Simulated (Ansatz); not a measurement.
Start from CdS in the wurtzite structure (space group P6_3mc, No. 186; a = 4.1962 Å, c = 6.8295 Å). Axes: x lies along a and z along c of the hexagonal cell.

Now apply this change: biaxial strain −3.18 %, plane normal [001], relaxed out of plane (Cartesian); in-plane vectors clamped, the third vector and the atoms free.

Calculations: PBE/PAW in Ansatz (a quantum-chemistry and plane-wave program), spin-orbit coupling left out.

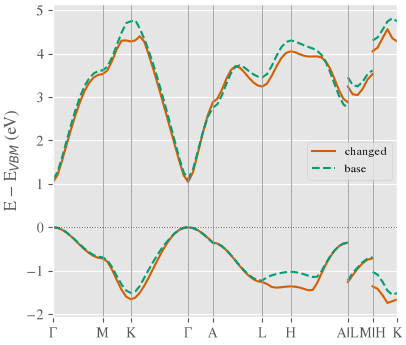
Figure. Highest valence and lowest conduction band along the path, each from its own valence-band maximum

### Question
Read the changed gap and its character from the plot.

### Answer
About 1.0 eV, direct at Γ.

Whether these cells are dynamically stable was not tested.
